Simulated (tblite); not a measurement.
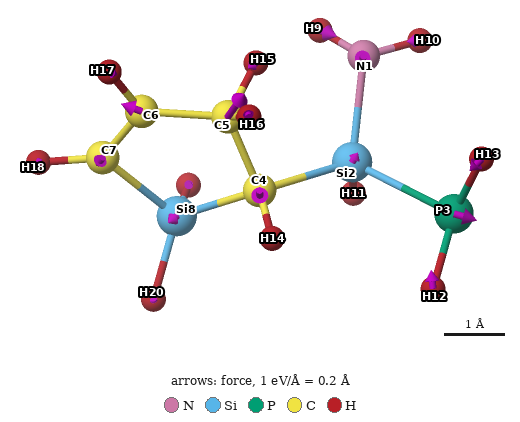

Starting geometry of C₄H₁₂NPSi₂ with the computed forces as purple arrows. The picture is a ball-and-stick view, seen at a tilt.

The calculation used tblite 0.8.0, GFN2-xTB geometry optimisation, gas phase. 

**Is this structure relaxed? If not, where do the atoms go?**

It isn't relaxed: the largest force vector, on a C atom, is 4.24 eV/Å. The final displacements have little in common with the starting forces (cosine between the two patterns 0.19). Over 232 geometry steps the energy falls by 141.8 kJ/mol. The atom that moves furthest after the best rigid fit is an H atom (2.58 Å). By element the largest moves are H 2.58 Å, P 1.40 Å, N 0.86 Å, C 0.53 Å, Si 0.38 Å. Some distances before and after: H–P 1.460 → 1.382 Å, C–C 1.466 → 1.540 Å, N–Si 1.793 → 1.722 Å, H–N 1.066 → 1.006 Å. Among the angles between lasting bonds that change: Si–P–H 111.8° → 95.0°, H–P–H 108.3° → 92.1°, Si–P–H 110.3° → 94.5°. Groups turn about C–Si by about 55°. Cost: 2.5 s on 1 thread of Arm Neoverse V1, with other jobs on the host.
